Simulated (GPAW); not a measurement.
# SiNH$_{3}$Cl: geometry relaxation (part 2 of 5)

The same run, continued: SiNH$_{3}$Cl, multiplicity 2; PBEsol/real-space grid, UKS, dispersion D3(0), scalar-relativistic datasets (GPAW 26.7.0). The geometry comes from this level: GFN2-xTB.

Geometry of the input (Å):
```
N  0.0000  0.0000  0.0000
Si 1.7268  0.0000  0.0000
Cl 2.2672  1.9624  0.0000
H  -0.5015  0.7413  -0.4623
H  -0.5021  -0.8689  -0.0695
H  2.1514  -0.6449  1.2347
```

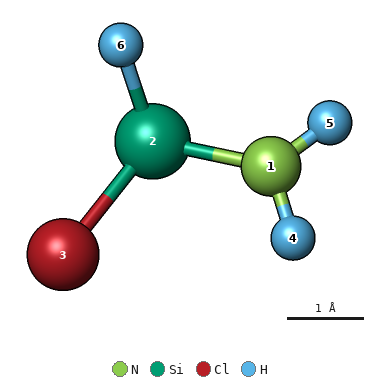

**Figure 1.** The input geometry (ball-and-stick view, seen on its broad side; atoms are numbered from 1 in the order of the input).

Output, continued
```
Fermi levels: -2.235, -4.037
Eigenvalues  # (at kpt = [0.000, 0.000, 0.000])
| band index |      eig [eV] | occ [0-1] |      eig [eV] | occ [0-1] |
|------------|---------------|-----------|---------------|-----------|
|          0 |       -21.715 |     1.000 |       -21.545 |     1.000 |
|        ... |               |           |               |           |
|          2 |       -13.293 |     1.000 |       -13.082 |     1.000 |
|          3 |       -12.444 |     1.000 |       -12.377 |     1.000 |
|          4 |       -10.156 |     1.000 |        -9.957 |     1.000 |
|          5 |        -8.904 |     1.000 |        -8.628 |     1.000 |
|          6 |        -8.332 |     1.000 |        -8.012 |     1.000 |
|          7 |        -7.582 |     1.000 |        -7.475 |     1.000 |
|          8 |        -7.488 |     1.000 |        -7.276 |     1.000 |
|          9 |        -4.722 |     1.000 |        -3.352 |     0.000 |
|         10 |        -1.117 |     0.000 |        -0.916 |     0.000 |
|         11 |        -0.866 |     0.000 |        -0.613 |     0.000 |
|         12 |        -0.036 |     0.000 |         0.181 |     0.000 |
|         13 |         0.241 |     0.000 |         0.351 |     0.000 |
|         14 |         0.434 |     0.000 |         0.806 |     0.000 |

Gap: 2.235 eV
Transition (v -> c):
  (s=1, k=0, n=9, [0.00, 0.00, 0.00]) -> (s=0, k=0, n=10, [0.00, 0.00, 0.00])
No difference between direct/indirect transitions
vacuum-level: 0.000  # V

Forces  # eV/Ang
|        x |        y |        z |
|----------|----------|----------|
| -4.85622 | -0.37466 | -1.43032 |  # N    0
|  3.25344 |  0.17488 |  1.30923 |  # Si   1
| -0.25172 | -0.72153 | -0.08720 |  # Cl   2
|  1.10835 | -1.50531 |  0.95016 |  # H    3
|  1.18536 |  1.85384 |  0.20927 |  # H    4
| -0.30523 |  0.41665 | -1.21741 |  # H    5

Force computation time: 0.078  # s
        .----------------------------.
       /|                            |
      / |                            |
     /  |                            |
    /   |                            |
   /    |                            |
  /     |                            |
 *      |                            |
 |      |                            |
 |      |                            |
 |      |            H Cl            |
 |      |      HHN   Si              |
 |      |                            |
 |      .----------------------------.
 |     /                            /
 |    /                            /
 |   /                            /
 |  /                            /
 | /                            /
 |/                            /
 *----------------------------*

Atoms  # Å, Bohr magnetons
|   | symbol |        x |        y |        z |    initial magnetic moments |
|---|--------|----------|----------|----------|-----------------------------|
| 0 |      N | 5.011236 | 5.368208 | 4.962274 | ( 0.0000,  0.0000,  0.0626) |
| 1 |     Si | 6.717875 | 5.363124 | 4.941819 | ( 0.0000,  0.0000,  0.2279) |
| 2 |     Cl | 7.274695 | 7.345907 | 4.964296 | ( 0.0000,  0.0000,  0.0361) |
| 3 |      H | 4.495909 | 6.119401 | 4.493564 | ( 0.0000,  0.0000, -0.0015) |
| 4 |      H | 4.493708 | 4.487292 | 4.892887 | ( 0.0000,  0.0000, -0.0011) |
| 5 |      H | 7.161628 | 4.715420 | 6.216421 | ( 0.0000,  0.0000,  0.0446) |

Unit cell  # Å
| periodic |         x |         y |         z |   lengths |    angles |
|----------|-----------|-----------|-----------|-----------|-----------|
|       no | 11.769240 |  0.000000 |  0.000000 | 11.769240 | 90.000000 |
|       no |  0.000000 | 11.831247 |  0.000000 | 11.831247 | 90.000000 |
|       no |  0.000000 |  0.000000 | 10.697031 | 10.697031 | 90.000000 |

Initialization done in: 1.162 s

convergence criteria:
- Maximum [total energy] change in last 3 cyles: 0.0005 eV / valence electron
- Maximum integral of absolute [dens]ity change: 0.0001 electrons / valence electron
- Maximum integral of absolute [eigenst]ate change: 4e-08 eV^2 / valence electron
maximum number of iterations: 100

SCF iterations
|iter     |     time |      energy | eigst |  dens |  magmom |
|---------|----------|-------------|-------|-------|---------|
|iter:   1| 00:01:06 |  -21.706473 | -0.28 |       |  +0.9752|
|iter:   2| 00:01:08 |  -21.999837 | -1.37 | -1.51 |  +0.9765|
|iter:   3| 00:01:10 |  -24.396244 | -1.14 | -1.55 |  +0.9865|
|iter:   4| 00:01:12 |  -26.461328 | -1.58 | -1.87 |  +0.9951|
|iter:   5| 00:01:14 |  -27.292169 | -2.33 | -2.22 |  +0.9985|
|iter:   6| 00:01:16 |  -27.578981 | -3.07 | -2.60 |  +0.9997|
|iter:   7| 00:01:18 |  -27.644148 | -4.01 | -3.09 |  +1.0000|
|iter:   8| 00:01:20 |  -27.649439 | -4.81 | -3.46 |  +1.0000|
|iter:   9| 00:01:23 |  -27.648505c| -5.30 | -3.82 |  +1.0000|
|iter:  10| 00:01:25 |  -27.647712c| -5.89 | -4.22c|  +1.0000|
|iter:  11| 00:01:27 |  -27.647796c| -6.52 | -4.72c|  +1.0000|
|iter:  12| 00:01:29 |  -27.647834c| -7.11 | -5.14c|  +1.0000|
|iter:  13| 00:01:31 |  -27.647855c| -7.63c| -5.54c|  +1.0000|

Converged in 13 steps
SCF loop duration: 26.235 s (2.018 s/step)
Energy contributions relative to reference atoms: (reference = -21920.504228)

Energy contributions:
  Kinetic:          31.256312
  Coulomb:         -33.140835
  Zero:              0.749701
  External:          0.000000
  Xc:              -26.513033
  Entropy:           0.000000
  Spinorbit:         0.000000
  ----------------------------
  Free energy:     -27.647855
  Extrapolated:    -27.647855

dipole moment: (-0.409046, -0.276009, -0.107808)  # |e|*Ang

Total magnetic moment: (0.000000, 0.000000, 1.000000)

Local magnetic moments
|        x |        y |         z |
|----------|----------|-----------|
| 0.000000 | 0.000000 |  0.060568 |  # N    0
| 0.000000 | 0.000000 |  0.239528 |  # Si   1
| 0.000000 | 0.000000 |  0.035375 |  # Cl   2
| 0.000000 | 0.000000 | -0.000993 |  # H    3
| 0.000000 | 0.000000 | -0.000743 |  # H    4
| 0.000000 | 0.000000 |  0.033868 |  # H    5

Fermi levels: -2.014, -3.815
Eigenvalues  # (at kpt = [0.000, 0.000, 0.000])
| band index |      eig [eV] | occ [0-1] |      eig [eV] | occ [0-1] |
|------------|---------------|-----------|---------------|-----------|
|          0 |       -21.654 |     1.000 |       -21.493 |     1.000 |
|        ... |               |           |               |           |
|          2 |       -13.309 |     1.000 |       -13.066 |     1.000 |
|          3 |       -12.547 |     1.000 |       -12.479 |     1.000 |
|          4 |       -10.269 |     1.000 |       -10.108 |     1.000 |
|          5 |        -9.313 |     1.000 |        -9.079 |     1.000 |
|          6 |        -8.443 |     1.000 |        -8.198 |     1.000 |
|          7 |        -7.840 |     1.000 |        -7.758 |     1.000 |
|          8 |        -7.367 |     1.000 |        -7.050 |     1.000 |
|          9 |        -4.530 |     1.000 |        -3.100 |     0.000 |
|         10 |        -0.929 |     0.000 |        -0.689 |     0.000 |
|         11 |        -0.597 |     0.000 |        -0.369 |     0.000 |
|         12 |         0.240 |     0.000 |         0.445 |     0.000 |
|         13 |         0.414 |     0.000 |         0.557 |     0.000 |
|         14 |         0.595 |     0.000 |         0.892 |     0.000 |

Gap: 2.171 eV
Transition (v -> c):
  (s=1, k=0, n=9, [0.00, 0.00, 0.00]) -> (s=0, k=0, n=10, [0.00, 0.00, 0.00])
No difference between direct/indirect transitions
vacuum-level: 0.000  # V

Forces  # eV/Ang
|        x |        y |        z |
|----------|----------|----------|
| -0.83664 | -0.12998 | -0.40891 |  # N    0
|  0.36766 | -0.16596 | -0.20844 |  # Si   1
|  0.10331 |  0.27804 |  0.07632 |  # Cl   2
|  0.14939 | -0.13928 |  0.05931 |  # H    3
|  0.12627 |  0.13531 |  0.05828 |  # H    4
|  0.14439 | -0.10582 |  0.20773 |  # H    5

Force computation time: 0.077  # s
BFGSLineSearch:    1[  2] 00:01:31      -27.672571       0.9463
        .----------------------------.
       /|                            |
      / |                            |
     /  |                            |
    /   |                            |
   /    |                            |
  /     |                            |
 *      |                            |
 |      |                            |
 |      |                            |
 |      |            H Cl            |
 |      |      HN    Si              |
 |      |                            |
 |      .----------------------------.
 |     /                            /
 |    /                            /
 |   /                            /
 |  /                            /
 | /                            /
 |/                            /
 *----------------------------*

Atoms  # Å, Bohr magnetons
|   | symbol |        x |        y |        z |    initial magnetic moments |
|---|--------|----------|----------|----------|-----------------------------|
| 0 |      N | 4.943781 | 5.353819 | 4.921436 | ( 0.0000,  0.0000,  0.0606) |
| 1 |     Si | 6.735242 | 5.336412 | 4.884808 | ( 0.0000,  0.0000,  0.2395) |
| 2 |     Cl | 7.294383 | 7.399152 | 4.975417 | ( 0.0000,  0.0000,  0.0354) |
| 3 |      H | 4.502913 | 6.122158 | 4.488132 | ( 0.0000,  0.0000, -0.0010) |
| 4 |      H | 4.495115 | 4.478242 | 4.898700 | ( 0.0000,  0.0000, -0.0007) |
| 5 |      H | 7.190479 | 4.690217 | 6.271236 | ( 0.0000,  0.0000,  0.0339) |

Unit cell  # Å
| periodic |         x |         y |         z |   lengths |    angles |
|----------|-----------|-----------|-----------|-----------|-----------|
|       no | 11.769240 |  0.000000 |  0.000000 | 11.769240 | 90.000000 |
|       no |  0.000000 | 11.831247 |  0.000000 | 11.831247 | 90.000000 |
|       no |  0.000000 |  0.000000 | 10.697031 | 10.697031 | 90.000000 |

Initialization done in: 1.161 s

convergence criteria:
- Maximum [total energy] change in last 3 cyles: 0.0005 eV / valence electron
- Maximum integral of absolute [dens]ity change: 0.0001 electrons / valence electron
- Maximum integral of absolute [eigenst]ate change: 4e-08 eV^2 / valence electron
maximum number of iterations: 100

SCF iterations
|iter     |     time |      energy | eigst |  dens |  magmom |
|---------|----------|-------------|-------|-------|---------|
|iter:   1| 00:01:33 |  -30.845280 | -0.06 |       |  +1.0494|
|iter:   2| 00:01:35 |  -30.636998 | -1.15 | -1.30 |  +1.0469|
|iter:   3| 00:01:37 |  -29.596458 | -0.85 | -1.35 |  +1.0331|
|iter:   4| 00:01:39 |  -28.716945 | -1.18 | -1.75 |  +1.0195|
|iter:   5| 00:01:42 |  -27.970238 | -2.00 | -2.06 |  +1.0078|
|iter:   6| 00:01:44 |  -27.612600 | -2.87 | -2.41 |  +1.0022|
|iter:   7| 00:01:46 |  -27.480809 | -3.72 | -2.87 |  +1.0001|
|iter:   8| 00:01:48 |  -27.474109 | -4.48 | -3.39 |  +1.0000|
|iter:   9| 00:01:50 |  -27.473828c| -5.09 | -3.77 |  +1.0000|
|iter:  10| 00:01:52 |  -27.474998c| -5.66 | -4.16c|  +1.0000|
|iter:  11| 00:01:54 |  -27.474579c| -6.23 | -4.58c|  +1.0000|
|iter:  12| 00:01:56 |  -27.474759c| -6.83 | -5.04c|  +1.0000|
|iter:  13| 00:01:58 |  -27.474739c| -7.35 | -5.57c|  +1.0000|
|iter:  14| 00:02:00 |  -27.474731c| -7.54c| -5.81c|  +1.0000|

Converged in 14 steps
SCF loop duration: 27.686 s (1.978 s/step)
Energy contributions relative to reference atoms: (reference = -21920.504228)

Energy contributions:
  Kinetic:          24.954805
  Coulomb:         -27.960140
  Zero:              0.747279
  External:          0.000000
  Xc:              -25.216675
  Entropy:           0.000000
  Spinorbit:         0.000000
  ----------------------------
  Free energy:     -27.474731
  Extrapolated:    -27.474731

dipole moment: (-0.368914, -0.343530, -0.126849)  # |e|*Ang

Total magnetic moment: (0.000000, 0.000000, 1.000000)

Local magnetic moments
|        x |        y |         z |
|----------|----------|-----------|
| 0.000000 | 0.000000 |  0.067839 |  # N    0
| 0.000000 | 0.000000 |  0.231435 |  # Si   1
| 0.000000 | 0.000000 |  0.036734 |  # Cl   2
| 0.000000 | 0.000000 | -0.000915 |  # H    3
| 0.000000 | 0.000000 | -0.000741 |  # H    4
| 0.000000 | 0.000000 |  0.041523 |  # H    5

Fermi levels: -2.415, -4.292
Eigenvalues  # (at kpt = [0.000, 0.000, 0.000])
| band index |      eig [eV] | occ [0-1] |      eig [eV] | occ [0-1] |
|------------|---------------|-----------|---------------|-----------|
|          0 |       -21.673 |     1.000 |       -21.489 |     1.000 |
|        ... |               |           |               |           |
|          2 |       -13.076 |     1.000 |       -12.986 |     1.000 |
|          3 |       -13.052 |     1.000 |       -12.795 |     1.000 |
|          4 |        -9.956 |     1.000 |        -9.794 |     1.000 |
|          5 |        -9.125 |     1.000 |        -8.863 |     1.000 |
|          6 |        -8.267 |     1.000 |        -8.022 |     1.000 |
|          7 |        -7.699 |     1.000 |        -7.609 |     1.000 |
|          8 |        -7.277 |     1.000 |        -6.943 |     1.000 |
|          9 |        -4.955 |     1.000 |        -3.629 |     0.000 |
|         10 |        -1.201 |     0.000 |        -0.879 |     0.000 |
|         11 |        -0.739 |     0.000 |        -0.524 |     0.000 |
|         12 |         0.003 |     0.000 |         0.241 |     0.000 |
|         13 |         0.284 |     0.000 |         0.583 |     0.000 |
|         14 |         0.681 |     0.000 |         0.791 |     0.000 |

Gap: 2.428 eV
Transition (v -> c):
  (s=1, k=0, n=9, [0.00, 0.00, 0.00]) -> (s=0, k=0, n=10, [0.00, 0.00, 0.00])
No difference between direct/indirect transitions
vacuum-level: 0.000  # V

Forces  # eV/Ang
|        x |        y |        z |
|----------|----------|----------|
|  3.21917 |  0.23160 |  0.92871 |  # N    0
| -0.85275 |  0.47738 |  1.10058 |  # Si   1
| -0.22348 | -0.80685 | -0.05254 |  # Cl   2
| -0.95624 |  0.92829 | -0.77647 |  # H    3
| -1.03958 | -1.24157 | -0.20344 |  # H    4
| -0.23264 |  0.33839 | -0.93444 |  # H    5

Force computation time: 0.077  # s
        .----------------------------.
       /|                            |
      / |                            |
     /  |                            |
    /   |                            |
   /    |                            |
  /     |                            |
 *      |                            |
 |      |                            |
 |      |                            |
 |      |            H Cl            |
 |      |      HN    Si              |
 |      |                            |
 |      .----------------------------.
 |     /                            /
 |    /                            /
 |   /                            /
 |  /                            /
 | /                            /
 |/                            /
 *----------------------------*

Atoms  # Å, Bohr magnetons
|   | symbol |        x |        y |        z |    initial magnetic mome
[... cut ...]
        5 |        -9.239 |     1.000 |        -9.018 |     1.000 |
|          6 |        -8.442 |     1.000 |        -8.173 |     1.000 |
|          7 |        -7.781 |     1.000 |        -7.699 |     1.000 |
|          8 |        -7.281 |     1.000 |        -6.995 |     1.000 |
|          9 |        -4.624 |     1.000 |        -3.198 |     0.000 |
|         10 |        -0.896 |     0.000 |        -0.702 |     0.000 |
|         11 |        -0.654 |     0.000 |        -0.362 |     0.000 |
|         12 |         0.200 |     0.000 |         0.383 |     0.000 |
|         13 |         0.407 |     0.000 |         0.614 |     0.000 |
|         14 |         0.634 |     0.000 |         0.889 |     0.000 |

Gap: 2.302 eV
Transition (v -> c):
  (s=1, k=0, n=9, [0.00, 0.00, 0.00]) -> (s=0, k=0, n=10, [0.00, 0.00, 0.00])
No difference between direct/indirect transitions
vacuum-level: 0.000  # V

Forces  # eV/Ang
|        x |        y |        z |
|----------|----------|----------|
|  0.06877 |  0.14329 | -0.09356 |  # N    0
| -0.06536 |  0.03109 | -0.03321 |  # Si   1
|  0.01666 |  0.02600 |  0.01626 |  # Cl   2
|  0.03330 | -0.09275 |  0.06624 |  # H    3
| -0.03992 | -0.03457 | -0.01950 |  # H    4
|  0.00722 | -0.02270 |  0.04956 |  # H    5

Force computation time: 0.077  # s
BFGSLineSearch:   20[ 35] 00:13:29      -27.714497       0.1822
        .----------------------------.
       /|                            |
      / |                            |
     /  |                            |
    /   |                            |
   /    |                            |
  /     |                            |
 *      |                            |
 |      |                            |
 |      |               Cl           |
 |      |             H              |
 |      |      HHN   Si              |
 |      |                            |
 |      .----------------------------.
 |     /                            /
 |    /                            /
 |   /                            /
 |  /                            /
 | /                            /
 |/                            /
 *----------------------------*
```
